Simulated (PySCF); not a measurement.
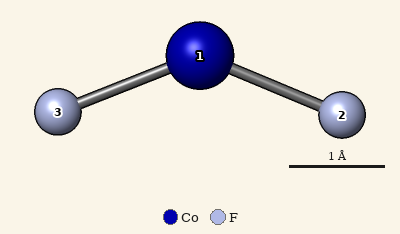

Fig. 1: The structure as given in the input (ball-and-stick view, seen on its broad side; atoms are numbered from 1 in the order of the input). Sticks mark near contacts. Bond lengths as drawn: Co–F 1.62 Å.

**Frequency calculation of CoF$_{2}$ (charge +1)**

CoF$_{2}$, charge +1, computed with RKS-based PBE0, Co def2-TZVP, F def2-TZVP; non-relativistic Hamiltonian; density fitting (PySCF 2.14.0).

**Input**
```python
from pyscf import gto, scf, dft
mol = gto.M(atom='''
Co     0.241405    -0.000086     0.000000
F     -0.371323     0.000132     1.501610
F     -0.371323     0.000132    -1.501610''',
    basis={'Co': 'def2-TZVP', 'F': 'def2-TZVP'},
    charge=1, spin=0)
mf = dft.RKS(mol, xc='PBE0')
mf.grids.atom_grid = (75, 302)
aux = {'Co': 'def2-universal-JKFIT', 'F': 'def2-universal-JKFIT'}
mf = mf.density_fit(auxbasis=aux)
mf.conv_tol = 1e-09
mf.diis_space = 10
mf.max_cycle = 60
mf.verbose = 4
mf.kernel()
```

The script is an equivalent of the set-up of the self-consistent field. The run itself was carried out by a driver, which started from the orbitals of the step before it where there was one and computed the further properties.

Run on 2 threads of Intel Xeon (Sapphire Rapids), 16 GiB of memory available, shared host.

Run as:
```bash
OMP_NUM_THREADS=2 python axn.py task.json out
```

**Log**
```
init E= -1581.68292074829
  HOMO = -0.662991699280843  LUMO = -0.518726262757148  gap/eV = 3.92566
cycle= 1 E= -1581.68292074828  delta_E= 1.16e-11  |g|= 2.97e-06  |ddm|= 3.05e-06
  HOMO = -0.662992029601751  LUMO = -0.518726967403175  gap/eV = 3.92565
Extra cycle  E= -1581.68292074827  delta_E= 6.37e-12  |g|= 1.2e-05  |ddm|= 4.36e-06
converged SCF energy = -1581.68292074827
```

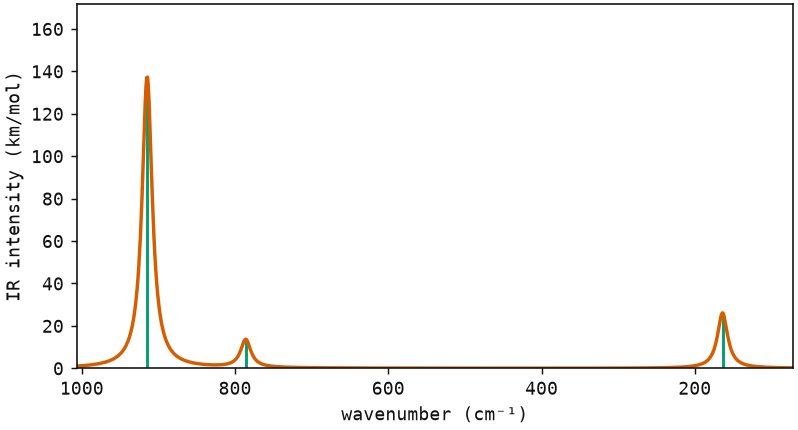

Fig. 2: Harmonic infrared spectrum, unscaled: sticks (degenerate modes added up, dark ones marked on the axis) with a Lorentzian envelope of 16 cm⁻¹ full width, scaled to the tallest stick. 3 modes from 164 to 915 cm⁻¹, none imaginary. The strongest line is at 915 cm⁻¹ (137 km/mol). All modes, in cm⁻¹ (km/mol): 164 (26), 786 (13.2), 915 (137).

**Key numbers**

| quantity | value |
| --- | --- |
| outcome | converged |
| total energy | −1581.682921 hartree |
| HOMO | −18.04 eV |
| LUMO | −14.12 eV |
| zero-point energy | 0.004248 hartree |
| wavenumbers, lowest and highest | 164 and 915 cm⁻¹ |
| wall time | 23 s (CPU time 44 s) |
| peak memory | 1.1 GiB |
